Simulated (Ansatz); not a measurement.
Fields on a plane of PtGe (MnP type, space group Pnma)

```xyz
8
Lattice="5.8187 0.0000 0.0000 0.0000 3.7571 0.0000 0.0000 0.0000 6.1752" Properties=species:S:1:pos:R:3 pbc="T T T"
Pt     5.8058     0.9393     1.1881
Pt     2.8965     0.9393     1.8995
Pt     0.0129     2.8178     4.9871
Pt     2.9222     2.8178     4.2756
Ge     1.0842     0.9393     3.6338
Ge     3.9936     0.9393     5.6290
Ge     4.7345     2.8178     2.5414
Ge     1.8251     2.8178     0.5462
```

The slice is a (001) plane (indices of the conventional cell) through the point (0.186, 0.250, 0.588) (fractional), spanned by u = [010] and v = [100] in vectors of this cell: u (3.76 Å) and v (5.82 Å, at 90° to u). It covers one period; positions are fractions (u, v).

Atoms on it: Ge at (0.00, 0.00). Other atoms lie within 1 Å of the plane.

Method: PBE (plane waves to 420 eV, PAW, scalar-relativistic; Ansatz, a first-principles code). k mesh 8×12×8. These are valence fields of a PAW run, semicore shells included where kept as valence: close to a nucleus they are smooth pseudo fields. PtGe is run without spin polarisation. PtGe was relaxed with its symmetry unable to fall. Spin-orbit coupling is left out, though Pt is heavy.

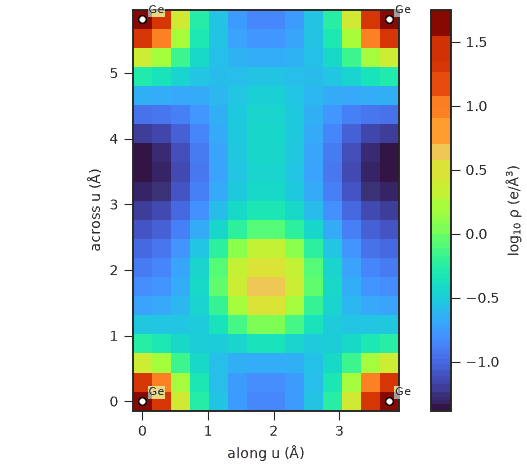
Figure: Log₁₀ of the valence density in e/Å³, one period of the plane, atoms marked. The scale is logarithmic, as a density can span decades between atoms and voids.

```
|xxxx44666644333344666644xx|
|22445566665544445566665544|
|55556677665555555566776655|
|55555555555566665555555555|
|22223344556677776655443322|
|00001133556677776655331100|
|00001133556677776655331100|
|00001133556666666655331100|
|00001133556677776655331100|
|00112233555566665555332211|
|11112244445555555544442211|
|11223344446677776644443322|
|22223333557799997755333322|
|22333333447799997744333333|
|44444433446699996644334444|
|66666655445566665544556666|
|55666666554444444455666666|
|22445566664433334466665544|
|xxxx33556644333344665533xx|
|xxxx22556644222244665522xx|
```
Scale: ten equal steps from 0.02 (start of '0') to 0.60 (end of '9'), in the order '0123456789'. Values: electron localisation function (ELF). The map has 13 points along u (two characters each, u = 0 at the left) and 20 along v (v = 0 in the bottom row). Points within 0.5 Å of a nucleus are blanked (x), as the pseudised field means little there.
